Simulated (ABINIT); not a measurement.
## CdS (Greenockite): G0W0 in ABINIT against the bands in the screening

Wanted: the cheapest bands in the screening that holds the gap of CdS (Greenockite).

Calculated with ABINIT 10.8.3; PBE and many-body steps on it, plane waves.

The database entry behind the starting cell differs from later determinations by our own check (about 0.35 % long), so it need not match the best structure at ambient conditions.

## (1) Set-up

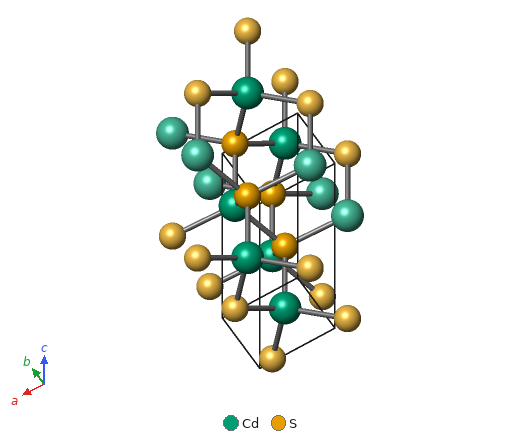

The starting structure, seen from a free direction (cadmium teal, sulfur orange). 1×2×1 cells are drawn. Some periodic images of atoms are drawn too.

The cell and positions come from the Crystallography Open Database and are kept as given unless a step says otherwise.

## (2) Screening, 3×3×2 mesh, 34 bands, screening to 106.1 eV

This step: ABINIT 10.8.3; RPA screening on PBE, plane waves, norm-conserving pseudopotentials.

The RPA dielectric matrix is built and inverted for each q.

Contents of run.abi:

```
acell 3*1.0 Angstrom
rprim 
  4.149999999997 0.000000000001 0.000000000000
  -2.074999999999 3.594005425702 0.000000000000
  0.000000000000 0.000000000000 6.737000000000
ntypat 2
znucl 48 16
natom 4
typat 1 1 2 2
xred 
  0.333333333333 0.666666666667 0.000000000000
  0.666666666667 0.333333333333 0.500000000000
  0.333333333333 0.666666666667 0.375000000000
  0.666666666667 0.333333333333 0.875000000000
pp_dirpath "pseudos"
pseudos "Cd.upf, S.upf"
ecut 47
ngkpt 3 3 2
nshiftk 1
shiftk 0 0 0
kptopt 1
chksymbreak 0
istwfk *1
occopt 1
irdwfk 1
optdriver 3
nband 34
ecuteps 3.9
inclvkb 2
awtr 1
symchi 1
indata_prefix "in"
outdata_prefix "out"
tmpdata_prefix "tmp"
```

Launch:

```
> OMP_NUM_THREADS=1 mpirun -n 4 abinit run.abi > log
```

What it wrote:

```text
.Version 10.8.3 of ABINIT. v10.8.2 released Aug 2026.

 Symmetries : space group P6_3 m c (#186); Bravais hP (primitive hexag.)
[... echo of the input left out ...]
== DATASET  1 ==================================================================
-   mpi_nproc: 4, omp_nthreads: 1 (-1 if OMP is not activated)

--- !DatasetInfo
iteration_state: {dtset: 1, }
dimensions: {natom: 4, nkpt: 6, mband: 34, nsppol: 1, nspinor: 1, nspden: 1, mpw: 10458, }
cutoff_energies: {ecut:  47.0, pawecutdg:  -1.0, }
electrons: {nelect:   5.20000000E+01, charge:   0.00000000E+00, occopt:   1.00000000E+00, tsmear:   1.00000000E-02, }

 SCREENING: Calculation of the susceptibility and dielectric matrices

 Based on a program developped by R.W. Godby, V. Olevano, G. Onida, and L. Reining.
 Incorporated in ABINIT by V. Olevano, G.-M. Rignanese, and M. Torrent.
.Using double precision arithmetic ; gwpc =  8

[... cell and pseudopotentials left out ...]
--------------------------------------------------------------------------------

 ==== K-mesh for the wavefunctions ====
 Number of points in the irreducible wedge :     6
[... list of points left out ...]
 Together with 12 symmetry operations and time-reversal symmetry
 yields    18 points in the full Brillouin Zone.

 ==== Q-mesh for the screening function ====
 Number of points in the irreducible wedge :     6
[... list of points left out ...]
 Together with 12 symmetry operations and time-reversal symmetry
 yields    18 points in the full Brillouin Zone.

 setmesh: FFT mesh size selected  =    27x   27x   54
          total number of points  =        39366

 vcoul_init : cutoff-mode = AUXILIARY_FUNCTION
 q-points for optical limit:   1
     1)      0.000010    0.000020    0.000030

- screening: taking advantage of time-reversal symmetry
- Maximum band index for partially occupied states nbvw = 26
- Remaining bands to be divided among processors   nbcw = 8
- Number of bands treated by each node ~2

 Number of electrons calculated from density =   52.0000; Expected =   52.0000
 average of density, n =  0.076686
 r_s =    1.4602
 omega_plasma =   26.7124 [eV]

 calculating chi0 at frequencies [eV] :
  1    0.000000E+00    0.000000E+00
  2    0.000000E+00    2.671236E+01

--------------------------------------------------------------------------------
  q-point number  1        q = ( 0.000000, 0.000000, 0.000000) [r.l.u.]
--------------------------------------------------------------------------------
[... chi0 elements left out ...]
 For q-point:  0.000010 0.000020 0.000030
  dielectric constant =  13.4946
  dielectric constant without local fields =  14.2746

  Average fulfillment of the sum rule on Im[epsilon] for q-point    1 :      9.74  [%]
[... wings left out ...]
  q-point number  2        q = ( 0.333333, 0.000000, 0.000000) [r.l.u.]
--------------------------------------------------------------------------------
[... chi0 elements left out ...]
  Average fulfillment of the sum rule on Im[epsilon] for q-point    2 :     13.93  [%]

 [... 4 further q-points ...]
```

It took 8.1 s on 4 MPI ranks of Intel Xeon Platinum 8488C (Sapphire Rapids), shared host; peak memory 0.94 GiB; 31 s of CPU time.

Numbers from this step:

| Quantity | Value |
| --- | --- |
| ε∞ with local fields, on this mesh, along the program's q direction | 13.49 |
| the same without local fields | 14.27 |
| plasma frequency | 26.71 eV |
| plane waves in the screening matrix | 251 |

Local fields lower ε∞ by 5 %. On a Γ-centred mesh this coarse the value itself is usually too large, while a short band sum pulls it down.

## (3) 34 bands

This step: G0W0 on PBE, plane waves, norm-conserving pseudopotentials.

run.abi: that of step 2 with these lines changed.

```diff
@@ -25,8 +25,15 @@
 irdwfk 1
-optdriver 3
-nband 34
+optdriver 4
+nband 67
+gwcalctyp 0
+ecutsigx 47
+symsigma 1
+nkptgw 1
+kptgw 
+  0.0000000000 0.0000000000 0.0000000000
+bdgw 
+  25 28
 ecuteps 3.9
-inclvkb 2
-awtr 1
-symchi 1
+irdscr 1
+ppmodel 1
 indata_prefix "in"
```

What it wrote:

```text
.Version 10.8.3 of ABINIT. v10.8.2 released Aug 2026.

 Symmetries : space group P6_3 m c (#186); Bravais hP (primitive hexag.)
[... echo of the input left out ...]
== DATASET  1 ==================================================================
-   mpi_nproc: 4, omp_nthreads: 1 (-1 if OMP is not activated)

--- !DatasetInfo
iteration_state: {dtset: 1, }
dimensions: {natom: 4, nkpt: 6, mband: 67, nsppol: 1, nspinor: 1, nspden: 1, mpw: 10458, }
cutoff_energies: {ecut:  47.0, pawecutdg:  -1.0, }
electrons: {nelect:   5.20000000E+01, charge:   0.00000000E+00, occopt:   1.00000000E+00, tsmear:   1.00000000E-02, }

 SIGMA: Calculation of the GW corrections

 Based on a program developped by R.W. Godby, V. Olevano, G. Onida, and L. Reining.
 Incorporated in ABINIT by V. Olevano, G.-M. Rignanese, and M. Torrent.
.Using double precision arithmetic ; gwpc =  8

[... cell and pseudopotentials left out ...]
--------------------------------------------------------------------------------

 ==== K-mesh for the wavefunctions ====
 Number of points in the irreducible wedge :     6
[... list of points left out ...]
 Together with 12 symmetry operations and time-reversal symmetry
 yields    18 points in the full Brillouin Zone.

 ==== Q-mesh for screening function ====
 Number of points in the irreducible wedge :     6
[... list of points left out ...]
 Together with 12 symmetry operations and time-reversal symmetry
 yields    18 points in the full Brillouin Zone.

 vcoul_init : cutoff-mode = AUXILIARY_FUNCTION
 q-points for optical limit:   1
     1)      0.000010    0.000020    0.000030
 setmesh: FFT mesh size selected  =    45x   45x   80
          total number of points  =       162000

 Number of electrons calculated from density =   52.0000; Expected =   52.0000
 average of density, n =  0.076686
 r_s =    1.4602
 omega_plasma =   26.7124 [eV]

 === KS Band Gaps ===
  >>>> For spin  1
   Minimum direct gap =   1.1750 [eV], located at k-point      :   0.0000  0.0000  0.0000
   Fundamental gap    =   1.1750 [eV], Top of valence bands at :   0.0000  0.0000  0.0000
                                       Bottom of conduction at :   0.0000  0.0000  0.0000
 SIGMA fundamental parameters:
 PLASMON POLE MODEL  1
 number of plane-waves for SigmaX                10383
 number of plane-waves for SigmaC and W            251
 number of plane-waves for wavefunctions         10383
 number of bands                                    67
 number of independent spin polarizations            1
 number of spinorial components                      1
 number of k-points in IBZ                           6
 number of q-points in IBZ                           6
 number of symmetry operations                      12
 number of k-points in BZ                           18
 number of q-points in BZ                           18
 number of frequencies for dSigma/dE                 9
 frequency step for dSigma/dE [eV]                0.25
 number of omega for Sigma on real axis              0
 max omega for Sigma on real axis  [eV]           0.00
 zcut for avoiding poles [eV]                     0.10

 EPSILON^-1 parameters (SCR file):
 dimension of the eps^-1 matrix on file            251
 dimension of the eps^-1 matrix used               251
 number of plane-waves for wavefunctions         10383
 number of bands                                    34
 number of q-points in IBZ                           6
 number of frequencies                               2
 number of real frequencies                          1
 number of imag frequencies                          1

 matrix elements of self-energy operator (all in [eV])

 Perturbative Calculation

--- !SelfEnergy_ee
iteration_state: {dtset: 1, }
kpoint     : [   0.000,    0.000,    0.000, ]
spin       : 1
KS_gap     :    1.175
QP_gap     :    2.494
Delta_QP_KS:    1.319
data: !SigmaeeData |
     Band     E0 <VxcDFT>   SigX SigC(E0)      Z dSigC/dE  Sig(E)    E-E0       E
       25   4.259 -15.271 -18.229   2.820   0.767  -0.304 -15.376  -0.106   4.153
       26   4.259 -15.271 -18.229   2.820   0.767  -0.304 -15.376  -0.106   4.153
       27   5.434 -10.670  -6.577  -2.583   0.804  -0.243  -9.456   1.214   6.648
       28   7.023 -11.014  -6.546  -2.763   0.804  -0.244  -9.644   1.370   8.392

== END DATASET(S) ==============================================================
================================================================================

 -outvars: echo values of variables after computation  --------
           etotal      0.0000000000E+00
            nband          67
             nkpt           6
          spgroup         186
 [... the other variables as echoed above ...]

 Calculation completed.
```

Elapsed: 5.2 s, on 4 MPI ranks; peak memory 1 GiB; 20 s of CPU time.

This step gave:

```
G0W0 gap on the points computed              : 2.495 eV
starting gap on the mesh                     : 1.175 eV
k of the valence top                         : 0, 0, 0
k of the conduction bottom                   : 0, 0, 0
Z at the valence top                         : 0.767
Z at the conduction bottom                   : 0.804
least direct G0W0 gap on the computed points : 2.495 eV
```

## (4) Screening, 3×3×2 mesh, 35 bands, screening to 106.1 eV

This step: RPA screening on PBE, plane waves, norm-conserving pseudopotentials.

run.abi: that of step 3 with these lines changed.

```diff
@@ -25,15 +25,8 @@
 irdwfk 1
-optdriver 4
-nband 67
-gwcalctyp 0
-ecutsigx 47
-symsigma 1
-nkptgw 1
-kptgw 
-  0.0000000000 0.0000000000 0.0000000000
-bdgw 
-  25 28
+optdriver 3
+nband 35
 ecuteps 3.9
-irdscr 1
-ppmodel 1
+inclvkb 2
+awtr 1
+symchi 1
 indata_prefix "in"
```

What it wrote:

```text
.Version 10.8.3 of ABINIT. v10.8.2 released Aug 2026.

 Symmetries : space group P6_3 m c (#186); Bravais hP (primitive hexag.)
[... echo of the input left out ...]
== DATASET  1 ==================================================================
-   mpi_nproc: 4, omp_nthreads: 1 (-1 if OMP is not activated)

--- !DatasetInfo
iteration_state: {dtset: 1, }
dimensions: {natom: 4, nkpt: 6, mband: 35, nsppol: 1, nspinor: 1, nspden: 1, mpw: 10458, }
cutoff_energies: {ecut:  47.0, pawecutdg:  -1.0, }
electrons: {nelect:   5.20000000E+01, charge:   0.00000000E+00, occopt:   1.00000000E+00, tsmear:   1.00000000E-02, }

 SCREENING: Calculation of the susceptibility and dielectric matrices

 Based on a program developped by R.W. Godby, V. Olevano, G. Onida, and L. Reining.
 Incorporated in ABINIT by V. Olevano, G.-M. Rignanese, and M. Torrent.
.Using double precision arithmetic ; gwpc =  8

[... cell and pseudopotentials left out ...]
--------------------------------------------------------------------------------

 ==== K-mesh for the wavefunctions ====
 Number of points in the irreducible wedge :     6
[... list of points left out ...]
 Together with 12 symmetry operations and time-reversal symmetry
 yields    18 points in the full Brillouin Zone.

 ==== Q-mesh for the screening function ====
 Number of points in the irreducible wedge :     6
[... list of points left out ...]
 Together with 12 symmetry operations and time-reversal symmetry
 yields    18 points in the full Brillouin Zone.

 setmesh: FFT mesh size selected  =    27x   27x   54
          total number of points  =        39366

 vcoul_init : cutoff-mode = AUXILIARY_FUNCTION
 q-points for optical limit:   1
     1)      0.000010    0.000020    0.000030

- screening: taking advantage of time-reversal symmetry
- Maximum band index for partially occupied states nbvw = 26
- Remaining bands to be divided among processors   nbcw = 9
- Number of bands treated by each node ~2

 Number of electrons calculated from density =   52.0000; Expected =   52.0000
 average of density, n =  0.076686
 r_s =    1.4602
 omega_plasma =   26.7124 [eV]

 calculating chi0 at frequencies [eV] :
  1    0.000000E+00    0.000000E+00
  2    0.000000E+00    2.671236E+01

--------------------------------------------------------------------------------
  q-point number  1        q = ( 0.000000, 0.000000, 0.000000) [r.l.u.]
--------------------------------------------------------------------------------
[... chi0 elements left out ...]
 For q-point:  0.000010 0.000020 0.000030
  dielectric constant =  13.5313
  dielectric constant without local fields =  14.3274

  Average fulfillment of the sum rule on Im[epsilon] for q-point    1 :     10.48  [%]
[... wings left out ...]
  q-point number  2        q = ( 0.333333, 0.000000, 0.000000) [r.l.u.]
--------------------------------------------------------------------------------
[... chi0 elements left out ...]
  Average fulfillment of the sum rule on Im[epsilon] for q-point    2 :     15.26  [%]

 [... 4 further q-points ...]
```

The job ended after 9.9 s (4 MPI ranks; peak memory 0.94 GiB; 39 s of CPU time).

This step gave:

- ε∞ with local fields, on this mesh, along the program's q direction: 13.53
- the same without local fields: 14.33
- plasma frequency: 26.71 eV
- plane waves in the screening matrix: 251

## (5) 35 bands

The self-energy is evaluated for the states that the input lists, and the levels follow from it, in one-shot runs by the linearised quasiparticle equation.

This step: G0W0 on PBE, plane waves, norm-conserving pseudopotentials.

run.abi: that of step 4 with these lines changed.

```diff
@@ -25,8 +25,15 @@
 irdwfk 1
-optdriver 3
-nband 35
+optdriver 4
+nband 67
+gwcalctyp 0
+ecutsigx 47
+symsigma 1
+nkptgw 1
+kptgw 
+  0.0000000000 0.0000000000 0.0000000000
+bdgw 
+  25 28
 ecuteps 3.9
-inclvkb 2
-awtr 1
-symchi 1
+irdscr 1
+ppmodel 1
 indata_prefix "in"
```

What it wrote:

```text
.Version 10.8.3 of ABINIT. v10.8.2 released Aug 2026.

 Symmetries : space group P6_3 m c (#186); Bravais hP (primitive hexag.)
[... echo of the input left out ...]
== DATASET  1 ==================================================================
-   mpi_nproc: 4, omp_nthreads: 1 (-1 if OMP is not activated)

--- !DatasetInfo
iteration_state: {dtset: 1, }
dimensions: {natom: 4, nkpt: 6, mband: 67, nsppol: 1, nspinor: 1, nspden: 1, mpw: 10458, }
cutoff_energies: {ecut:  47.0, pawecutdg:  -1.0, }
electrons: {nelect:   5.20000000E+01, charge:   0.00000000E+00, occopt:   1.00000000E+00, tsmear:   1.00000000E-02, }

 SIGMA: Calculation of the GW corrections

 Based on a program developped by R.W. Godby, V. Olevano, G. Onida, and L. Reining.
 Incorporated in ABINIT by V. Olevano, G.-M. Rignanese, and M. Torrent.
.Using double precision arithmetic ; gwpc =  8

[... cell and pseudopotentials left out ...]
--------------------------------------------------------------------------------

 ==== K-mesh for the wavefunctions ====
 Number of points in the irreducible wedge :     6
[... list of points left out ...]
 Together with 12 symmetry operations and time-reversal symmetry
 yields    18 points in the full Brillouin Zone.

 ==== Q-mesh for screening function ====
 Number of points in the irreducible wedge :     6
[... list of points left out ...]
 Together with 12 symmetry operations and time-reversal symmetry
 yields    18 points in the full Brillouin Zone.

 vcoul_init : cutoff-mode = AUXILIARY_FUNCTION
 q-points for optical limit:   1
     1)      0.000010    0.000020    0.000030
 setmesh: FFT mesh size selected  =    45x   45x   80
          total number of points  =       162000

 Number of electrons calculated from density =   52.0000; Expected =   52.0000
[...]
number of k-points in IBZ                           6
 number of q-points in IBZ                           6
 number of symmetry operations                      12
 number of k-points in BZ                           18
 number of q-points in BZ                           18
 number of frequencies for dSigma/dE                 9
 frequency step for dSigma/dE [eV]                0.25
 number of omega for Sigma on real axis              0
 max omega for Sigma on real axis  [eV]           0.00
 zcut for avoiding poles [eV]                     0.10

 EPSILON^-1 parameters (SCR file):
 dimension of the eps^-1 matrix on file            251
 dimension of the eps^-1 matrix used               251
 number of plane-waves for wavefunctions         10383
 number of bands                                    35
 number of q-points in IBZ                           6
 number of frequencies                               2
 number of real frequencies                          1
 number of imag frequencies                          1

 matrix elements of self-energy operator (all in [eV])

 Perturbative Calculation

--- !SelfEnergy_ee
iteration_state: {dtset: 1, }
kpoint     : [   0.000,    0.000,    0.000, ]
spin       : 1
KS_gap     :    1.175
QP_gap     :    2.443
Delta_QP_KS:    1.268
data: !SigmaeeData |
     Band     E0 <VxcDFT>   SigX SigC(E0)      Z dSigC/dE  Sig(E)    E-E0       E
       25   4.259 -15.271 -18.229   2.837   0.767  -0.303 -15.364  -0.093   4.166
       26   4.259 -15.271 -18.229   2.837   0.767  -0.303 -15.364  -0.093   4.166
       27   5.434 -10.670  -6.577  -2.632   0.805  -0.243  -9.494   1.175   6.609
       28   7.023 -11.014  -6.546  -2.808   0.804  -0.243  -9.678   1.335   8.358

== END DATASET(S) ==============================================================
================================================================================

 -outvars: echo values of variables after computation  --------
           etotal      0.0000000000E+00
            nband          67
             nkpt           6
          spgroup         186
 [... the other variables as echoed above ...]

 Calculation completed.
```

Wall time 5.4 s (4 MPI ranks); peak memory 0.94 GiB; 21 s of CPU time.

Numbers from this step:

```
G0W0 gap on the points computed              : 2.443 eV
starting gap on the mesh                     : 1.175 eV
k of the valence top                         : 0, 0, 0
k of the conduction bottom                   : 0, 0, 0
Z at the valence top                         : 0.767
Z at the conduction bottom                   : 0.805
least direct G0W0 gap on the computed points : 2.443 eV
```

The gap on the mesh goes from 1.18 eV to 2.44 eV, a correction of +1.27 eV.

## (6) Screening, 3×3×2 mesh, 67 bands, screening to 106.1 eV

This step: RPA screening on PBE, plane waves, norm-conserving pseudopotentials.

run.abi: that of step 5 with these lines changed.

```diff
@@ -25,15 +25,8 @@
 irdwfk 1
-optdriver 4
+optdriver 3
 nband 67
-gwcalctyp 0
-ecutsigx 47
-symsigma 1
-nkptgw 1
-kptgw 
-  0.0000000000 0.0000000000 0.0000000000
-bdgw 
-  25 28
 ecuteps 3.9
-irdscr 1
-ppmodel 1
+inclvkb 2
+awtr 1
+symchi 1
 indata_prefix "in"
```

What it wrote:

```text
.Version 10.8.3 of ABINIT. v10.8.2 released Aug 2026.

 Symmetries : space group P6_3 m c (#186); Bravais hP (primitive hexag.)
[... echo of the input left out ...]
== DATASET  1 ==================================================================
-   mpi_nproc: 4, omp_nthreads: 1 (-1 if OMP is not activated)

--- !DatasetInfo
iteration_state: {dtset: 1, }
dimensions: {natom: 4, nkpt: 6, mband: 67, nsppol: 1, nspinor: 1, nspden: 1, mpw: 10458, }
cutoff_energies: {ecut:  47.0, pawecutdg:  -1.0, }
[...]
--------------------------------------------------------------------------------
[... chi0 elements left out ...]
 For q-point:  0.000010 0.000020 0.000030
  dielectric constant =  13.7881
  dielectric constant without local fields =  14.6262

  Average fulfillment of the sum rule on Im[epsilon] for q-point    1 :     28.98  [%]
[... wings left out ...]
  q-point number  2        q = ( 0.333333, 0.000000, 0.000000) [r.l.u.]
--------------------------------------------------------------------------------
[... chi0 elements left out ...]
  Average fulfillment of the sum rule on Im[epsilon] for q-point    2 :     33.73  [%]

 [... 4 further q-points ...]
```

The job ended after 27 s (4 MPI ranks; peak memory 1.2 GiB; 1.8 min of CPU time).

This step gave:

* ε∞ with local fields, on this mesh, along the program's q direction: 13.79
* the same without local fields: 14.63
* plasma frequency: 26.71 eV
* plane waves in the screening matrix: 251

[end of part 1 of 2]

[Paths, hosts, dates, memory and timing lines, banners, echoed tables and standing remarks are left out of the program output.]

[Logs are printed without paths, hosts, clocks, repeated set-up lines and the standing remarks that a program may print on its own settings, such as how far it seeks lower states.]

[Runs of the session that timed out or met a known fault of the program may be left out.]

[Hosts, paths, dates, database ids (printed as entryN), source tags and the programs' standing remarks are cut or masked in the printed files.]

[G0W0 gaps are taken among the corrected bands and points alone; a level outside them can change the order at an edge.]

[Where Ansatz stands beside ABINIT at settings called matched, ABINIT's density can come from a denser mesh and the files from another edition; pairs whose starting gaps differed by over 0.03 eV were left out, so agreement reads better than it is.]
